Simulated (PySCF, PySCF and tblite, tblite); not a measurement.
# C3H9BFNO: a path driven as rotation about a bond, and NMR exchange, part 2 of 2

PySCF and tblite. Atoms count from 0. The steps go on from the part before.

## 7. Shieldings, saddle of leg 1: B3LYP/pcSseg-1

What the job is given:

```
{"job": {"kind": "nmr", "xc": "B3LYP", "basis": "pcSseg-1", "pop": false}, "charge": 0, "multiplicity": 1}
C      2.570636     0.091712     0.000907
O      1.499957     0.544262     0.791423
B      0.317465    -0.114596     0.990083
F      0.172716    -0.821529     2.133170
N     -0.785975    -0.031512     0.140775
C     -2.054156    -0.678670     0.403593
C     -0.787741     0.746328    -1.079196
H      3.038565    -0.792320     0.447193
H      3.301892     0.899876    -0.044118
H      2.244259    -0.159142    -1.014877
H     -1.987628    -1.244668     1.327935
H     -2.848543     0.067222     0.496892
H     -2.307603    -1.356966    -0.416314
H      0.148593     1.291244    -1.161132
H     -1.613121     1.463499    -1.065474
H     -0.909317     0.095261    -1.950860
```

Output:

```text
coarse grid: 13160 points
cycle   1  E = -374.3351895524  dE =  7.407e-01  |g| = 8.130e-01  |ddm| = 3.278e+00
cycle   2  E = -374.2063106502  dE =  1.289e-01  |g| = 1.204e+00  |ddm| = 1.345e+00
cycle   3  E = -374.4485419497  dE = -2.422e-01  |g| = 1.023e-01  |ddm| = 8.665e-01
cycle   4  E = -374.4500897240  dE = -1.548e-03  |g| = 5.303e-02  |ddm| = 9.415e-02
cycle   5  E = -374.4506076032  dE = -5.179e-04  |g| = 1.138e-02  |ddm| = 3.652e-02
cycle   6  E = -374.4506310367  dE = -2.343e-05  |g| = 3.547e-03  |ddm| = 8.391e-03
cycle   7  E = -374.4506334793  dE = -2.443e-06  |g| = 7.057e-04  |ddm| = 2.065e-03
final grid: 126984 points
cycle   8  E = -374.5117784173  dE = -4.748e-05  |g| = 7.320e-03  |ddm| = 1.894e-02
cycle   9  E = -374.5117709417  dE =  7.476e-06  |g| = 9.444e-03  |ddm| = 1.041e-02
cycle  10  E = -374.5117901141  dE = -1.917e-05  |g| = 1.138e-03  |ddm| = 6.143e-03
cycle  11  E = -374.5117903528  dE = -2.387e-07  |g| = 2.373e-04  |ddm| = 8.268e-04
cycle  12  E = -374.5117903623  dE = -9.507e-09  |g| = 6.786e-05  |ddm| = 1.606e-04
cycle  13  E = -374.5117903631  dE = -7.954e-10  |g| = 2.058e-05  |ddm| = 5.220e-05
converged SCF energy = -374.5117903631

GIAO shielding tensors (ppm)
atom      isotropic    diamagn.    paramagn.     s11        s22        s33       span
  0 C      125.529     241.989    -116.460     98.083    100.029    178.476     80.393
  1 O      302.357     398.157     -95.799    248.334    286.306    372.431    124.097
  2 B       78.517     199.136    -120.619     58.014     78.059     99.478     41.464
  3 F      299.310     472.799    -173.489    184.278    320.961    392.692    208.414
  4 N      185.610     326.548    -140.938    123.445    204.792    228.593    105.148
  5 C      142.497     243.516    -101.019    119.386    128.008    180.099     60.713
  6 C      142.402     246.452    -104.050    120.242    126.828    180.136     59.894
  7 H       27.736      28.360      -0.624     23.449     25.632     34.128     10.679
  8 H       27.769      27.903      -0.134     24.051     25.351     33.905      9.854
  9 H       27.969      31.081      -3.112     23.505     26.834     33.568     10.062
 10 H       28.198      29.785      -1.588     23.152     28.430     33.011      9.859
 11 H       29.443      28.755       0.688     25.356     27.126     35.846     10.490
 12 H       29.410      29.358       0.051     25.318     27.142     35.769     10.452
 13 H       28.411      32.351      -3.940     23.488     29.145     32.600      9.112
 14 H       29.472      30.267      -0.796     25.576     27.088     35.751     10.174
 15 H       29.265      30.993      -1.728     25.510     26.932     35.352      9.842
```

Run time: 14 s. Hardware: 1 thread of AMD EPYC 9R45, shared host; peak memory 0.77 GiB.

In short: HOMO -6.79 eV, LUMO 0.88 eV; dipole 2.71 D.

The fields below are evaluated on a grid from the run's orbitals.

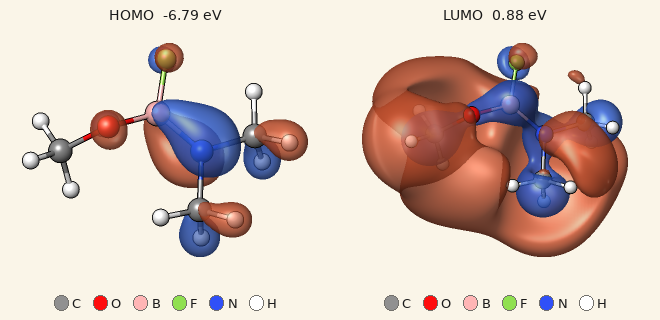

B3LYP/pcSseg-1 orbitals near the gap, drawn at the value that encloses 70 % of each; the two colours are the two signs.

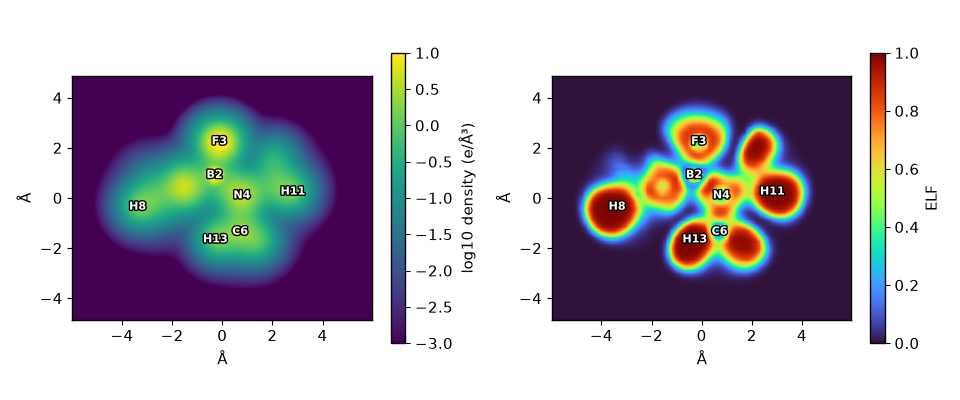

Density (left) and ELF (right) in a plane through or near 7 of the atoms.

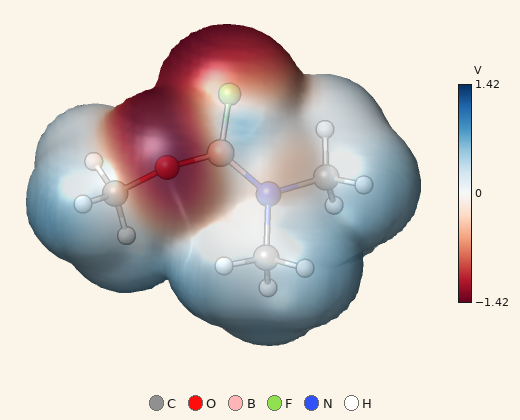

The potential that a unit positive charge feels on the 0.002 e/bohr³ surface, from the 1st to the 99th percentile, from -1.42 V near O1 to 0.85 V near B2.

## 8. Shieldings, end: B3LYP/pcSseg-1

What the job is given:

```
{"job": {"kind": "nmr", "xc": "B3LYP", "basis": "pcSseg-1", "pop": false}, "charge": 0, "multiplicity": 1}
C      2.480751     0.233978    -0.018811
O      1.660091    -0.341930     0.957608
B      0.321968    -0.491978     1.015135
F     -0.047268    -1.118102     2.155738
N     -0.719559    -0.131615     0.141907
C     -2.103106    -0.431102     0.460446
C     -0.613039     0.544125    -1.132269
H      3.509599     0.132375     0.333255
H      2.259415     1.297614    -0.152431
H      2.386310    -0.282724    -0.979113
H     -2.161738    -0.928186     1.422987
H     -2.688443     0.492562     0.498867
H     -2.533166    -1.083654    -0.305525
H      0.418460     0.775298    -1.369306
H     -1.185637     1.477964    -1.110467
H     -1.024086    -0.086712    -1.928289
```

Output:

```text
coarse grid: 13160 points
cycle   1  E = -374.3360978223  dE =  7.603e-01  |g| = 8.072e-01  |ddm| = 3.276e+00
cycle   2  E = -374.2098522437  dE =  1.262e-01  |g| = 1.197e+00  |ddm| = 1.266e+00
cycle   3  E = -374.4477337611  dE = -2.379e-01  |g| = 1.119e-01  |ddm| = 7.882e-01
cycle   4  E = -374.4496546584  dE = -1.921e-03  |g| = 5.554e-02  |ddm| = 1.020e-01
cycle   5  E = -374.4502206719  dE = -5.660e-04  |g| = 1.101e-02  |ddm| = 3.735e-02
cycle   6  E = -374.4502427350  dE = -2.206e-05  |g| = 3.430e-03  |ddm| = 8.189e-03
cycle   7  E = -374.4502450644  dE = -2.329e-06  |g| = 6.279e-04  |ddm| = 2.018e-03
final grid: 126984 points
cycle   8  E = -374.5123867188  dE = -5.396e-05  |g| = 7.863e-03  |ddm| = 2.420e-02
cycle   9  E = -374.5123778443  dE =  8.874e-06  |g| = 1.038e-02  |ddm| = 1.082e-02
cycle  10  E = -374.5123996295  dE = -2.179e-05  |g| = 1.304e-03  |ddm| = 6.403e-03
cycle  11  E = -374.5123999397  dE = -3.102e-07  |g| = 2.472e-04  |ddm| = 8.949e-04
cycle  12  E = -374.5123999501  dE = -1.037e-08  |g| = 7.090e-05  |ddm| = 1.714e-04
cycle  13  E = -374.5123999509  dE = -8.440e-10  |g| = 2.523e-05  |ddm| = 5.809e-05
converged SCF energy = -374.5123999509

GIAO shielding tensors (ppm)
atom      isotropic    diamagn.    paramagn.     s11        s22        s33       span
  0 C      125.518     243.839    -118.321    100.141    104.357    172.055     71.913
  1 O      275.069     392.888    -117.819    171.637    314.517    339.054    167.417
  2 B       81.957     197.318    -115.360     59.915     82.072    103.885     43.969
  3 F      303.195     472.292    -169.097    207.921    330.630    371.035    163.115
  4 N      200.274     326.132    -125.858    159.012    205.779    236.032     77.020
  5 C      140.028     243.288    -103.260    117.621    122.182    180.279     62.658
  6 C      142.954     246.461    -103.507    120.095    129.805    178.963     58.868
  7 H       27.717      27.500       0.217     23.381     26.020     33.749     10.368
  8 H       27.664      30.565      -2.900     23.946     26.007     33.040      9.094
  9 H       27.666      30.626      -2.960     23.935     26.051     33.014      9.079
 10 H       28.055      29.599      -1.544     22.869     28.570     32.727      9.857
 11 H       29.456      29.023       0.433     25.368     27.206     35.794     10.426
 12 H       29.428      29.024       0.404     25.310     27.180     35.794     10.483
 13 H       28.233      33.266      -5.033     22.753     29.175     32.772     10.019
 14 H       29.270      30.730      -1.460     25.476     26.848     35.485     10.009
 15 H       29.249      30.741      -1.492     25.459     26.807     35.482     10.024
```

Run time: 12 s. Hardware: 1 thread of AMD EPYC 9R45, shared host; peak memory 0.77 GiB.

Key values: HOMO -6.64 eV, LUMO 0.93 eV; dipole 3.45 D.

## 9. Barriers, rates and exchange

What the job is given:

```
{"job": {"smiles": "COB(F)N(C)C", "charge": 0, "mult": 1, "motion": "rotation", "what": "boronate", "atoms": [2, 1], "drives": [{"terms": [["t", [3, 2, 1, 0], 0.5], ["t", [4, 2, 1, 0], 0.5]], "by": 180, "n": 12}], "study": "path", "level": {"kind": "nmr", "xc": "B3LYP", "basis": "pcSseg-1"}, "fields": [200, 300, 700], "first": 2, "seed": 188, "kind": "path"}, "charge": 0, "multiplicity": 1}
C      2.818276     0.067648     0.280649
O      1.499214     0.280586    -0.171023
B      0.418164    -0.280951     0.416543
F      0.573181    -1.093857     1.489176
N     -0.872380    -0.040775    -0.061914
C     -2.064889    -0.611463     0.524228
C     -1.137216     0.810832    -1.199684
H      2.850213    -0.613508     1.132521
H      3.246139     1.030488     0.570328
H      3.402195    -0.352448    -0.541715
H     -1.791418    -1.239968     1.366783
H     -2.734443     0.181319     0.872110
H     -2.599163    -1.216792    -0.214555
H     -0.195086     1.197402    -1.575881
H     -1.781737     1.645802    -0.908455
H     -1.638647     0.244628    -1.990523
```

Output:

```text
stationary points (kcal/mol above the start)
  n  kind          group   xTB      DFT    lowest mode
  0  minimum      Cs       0.00     0.00      40.7
  1  saddle       C1       8.84     6.61    -134.6
  2  minimum      Cs       4.87     6.05      29.0

GFN2-xTB energies: T/K, barrier G, reaction G (kcal/mol), k forward, k back (1/s)
 150.00     8.67     5.14       1.45   4.43e+07
 200.00     8.78     5.18   2.13e+03   9.85e+08
 250.00     8.90     5.23   1.73e+05    6.5e+09
 298.15     9.02     5.28   3.02e+06   2.23e+10
 350.00     9.17     5.33   2.75e+07   5.83e+10
 400.00     9.31     5.37   1.36e+08   1.17e+11
 500.00     9.62     5.46   1.29e+09   3.14e+11

B3LYP/pcSseg-1 + D3(BJ) energies: T/K, barrier G, reaction G (kcal/mol), k forward, k back (1/s)
 150.00     6.43     6.31   2.64e+03   4.14e+12
 200.00     6.54     6.36   5.94e+05   5.26e+12
 250.00     6.66     6.41   1.57e+07   6.24e+12
 298.15     6.79     6.45   1.32e+08   7.07e+12
 350.00     6.93     6.50   6.87e+08   7.86e+12
 400.00     7.08     6.54   2.27e+09   8.54e+12
 500.00     7.39     6.63   1.23e+10   9.73e+12
```

It took 46 s on 1 thread of AMD EPYC 9R45, shared host; peak memory 0.77 GiB. This counts the whole study up to here.

Barriers by level (kcal/mol; entropies in cal/(mol K)). Zero-point and thermal terms come from xTB in every row. ΔG‡ leaves symmetry out; the rate counts equivalent paths (a factor of 2); effective ΔG‡, where given, is the barrier that would give that rate by Eyring's equation alone:

| level | ΔE‡ | with zero-point | ΔH‡ | ΔS‡ | ΔG‡ (298 K) | ΔE of reaction | k at 298 K (1/s) | effective ΔG‡ |
| --- | --- | --- | --- | --- | --- | --- | --- | --- |
| GFN2-xTB | 8.84 | 8.48 | 7.98 | -3.5 | 9.02 | 4.87 | 3e+06 | 8.61 |
| B3LYP/pcSseg-1 + D3(BJ) | 6.61 | 6.24 | 5.74 | -3.5 | 6.79 | 6.05 | 1.3e+08 | 6.37 |

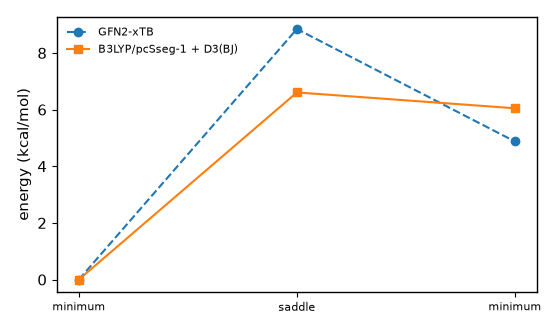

The xTB stationary points, at both levels.

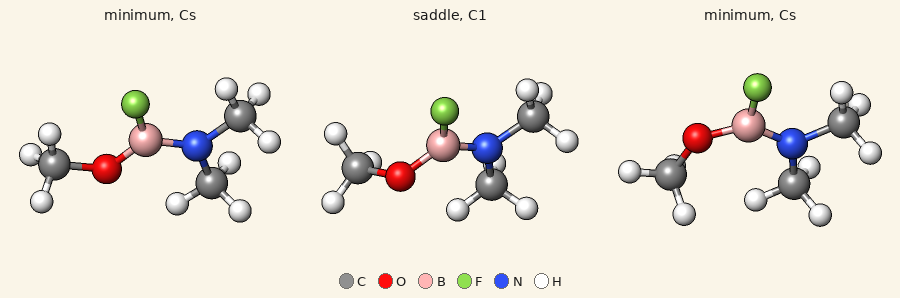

The stationary points in order.

Sites that the driver pairs across this motion, and where their lines would merge (no couplings; faster rotations or exchange between molecules can average them sooner):

```csv
nucleus,sites: shielding (ppm),proton frequency (MHz),spread (Hz),coalescence (K),lines at 298 K
$^{19}$F,F3: 326.2; F3 (end): 303.2,700,15144,not given,–
$^{13}$C,C5: 143.1; C5 (end): 140.0,700,543,not given,–
$^{13}$C,C0: 127.6; C0 (end): 125.5,700,365,not given,–
$^{11}$B,B2: 80.5; B2 (end): 82.0,700,336,not given,–
$^{17}$O,O1: 273.0; O1 (end): 275.1,700,199,not given,–
$^{1}$H,"H13, H14, H15: 29.05; H13, H14, H15 (end): 28.92",700,96,not given,–
$^{1}$H,"H7, H8, H9: 27.81; H7, H8, H9 (end): 27.68",700,88,not given,–
$^{15}$N,N4: 199.2; N4 (end): 200.3,700,79,not given,–
```

A dash: the driver gave no coalescence for this row (it judged the minor form too scarce).

Rows that set an atom against itself at the end compare its shielding in the two forms.

Lines of quadrupolar nuclei are broad, so their coalescence could hardly be seen.

## 10. What came out

This closing draws on all 2 parts.

| quantity | value |
| --- | --- |
| barrier (B3LYP/pcSseg-1 + D3(BJ)) | ΔE‡ 6.6, ΔG‡(298 K) 6.8 kcal/mol |
| barrier (GFN2-xTB) | ΔE‡ 8.8 kcal/mol |
| rate at 298 K | 1.3e+08 s⁻¹ |
| end of the path | 6.0 kcal/mol from the start |

The barrier is 6.6 kcal/mol at the DFT level (xTB: 8.8); with thermal terms and the count of paths the DFT value gives a rate of 1.3e+08 s⁻¹ at 298 K. An error of 1.4 kcal/mol changes that rate tenfold.
